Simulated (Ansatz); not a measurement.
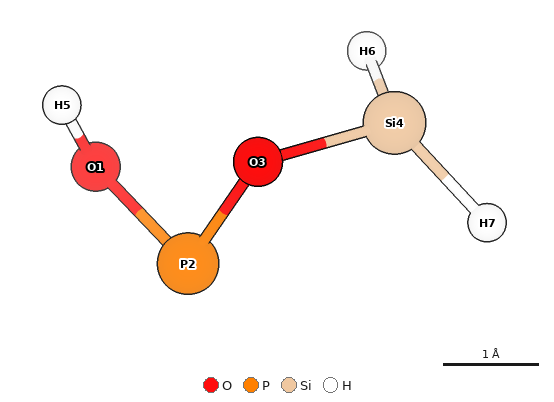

Starting structure of SiPH$_{3}$O$_{2}$ (coarse preliminary run). The picture is a ball-and-stick view, seen at a tilt.

The start comes from a force field.

Method: RKS PBE-D4/def2-SVP in Ansatz 0.2.0.

Input file:
```yaml
crystal:
  periodic: [false, false, false]
  atoms:
    - {symbol: O, position_ang: [-1.512200, 0.035300, -1.068300]}
    - {symbol: P, position_ang: [-0.094900, -0.576400, -1.277000]}
    - {symbol: O, position_ang: [0.080900, -0.963800, 0.207400]}
    - {symbol: Si, position_ang: [1.027100, 0.170300, 0.983200]}
    - {symbol: H, position_ang: [-2.080700, -0.503900, -0.500600]}
    - {symbol: H, position_ang: [0.259800, 1.484000, 1.093500]}
    - {symbol: H, position_ang: [2.381100, 0.286500, 0.516000]}
basis:
  gaussian: {orbitals: def2-SVP}
hamiltonian: {xc: pbe, dispersion: d4}
relax: {f_tol: 0.03, max_steps: 200}
```

Command:
```bash
ansatz run in.yaml --threads 2 --pin off --events-out ev --progress --plain --max-ram 4352MiB
```

### What does the optimiser find from here?

After 12 accepted moves (14 points after the start) the energy has fallen by 1.415 eV. Largest force component: 4.8 eV/Å at the start, 0.019 eV/Å at the end. The line search rejected the trial steps at points 10, 13 of the run. The atom that moves furthest after the best rigid fit is H6 (0.94 Å). Largest moves by element: H 0.94 Å, P 0.60 Å, O 0.39 Å, Si 0.36 Å. Near-neighbour distances that change, for instance: P2–H6 3.161 → 1.755 Å, O3–Si4 1.668 → 1.846 Å, Si4–H6 1.525 → 1.683 Å, Si4–H7 1.437 → 1.553 Å. Bond angles that change, for instance: O3–Si4–H6 109.5° → 82.5°, H6–Si4–H7 115.3° → 91.3°, O3–Si4–H7 116.0° → 97.2°. Groups turn about O1–P2 by about 60°.

Step by step:

| step | E − E(0), eV | largest force component, eV/Å | note |
| --- | --- | --- | --- |
| 0 | 0.0000 | 4.7725 |  |
| 1 | -0.9043 | 2.7091 |  |
| 2 | -1.2387 | 0.9137 |  |
| 3 | -1.3130 | 0.7679 |  |
| 4 | -1.3567 | 0.4571 |  |
| 5 | -1.3706 | 0.5231 |  |
| 6 | -1.3784 | 0.2642 |  |
| 7 | -1.3849 | 0.0901 |  |
| 8 | -1.3956 | 0.3016 |  |
| 9 | -1.4057 | 0.2413 |  |
| 10 | -1.3981 | 0.3321 | rejected |
| 11 | -1.4126 | 0.1378 |  |
| 12 | -1.4146 | 0.0797 |  |
| 13 | -1.4133 | 0.1901 | rejected |
| 14 | -1.4153 | 0.0185 |  |

The structure at the end:

```xyz
7

O    -1.6759    0.0369   -1.0201
P    -0.0282   -0.0208   -1.0618
O     0.3559   -1.1675    0.0268
Si    0.9035    0.0516    1.2999
H    -2.0499   -0.4236   -0.2375
H     0.2305    1.1514    0.2182
H     2.3252    0.3040    0.7287
```

After the run, drawn alike:

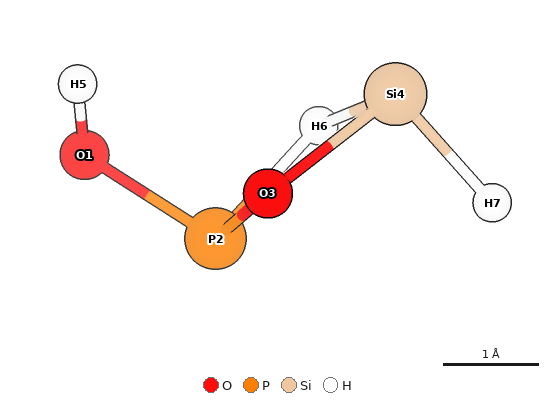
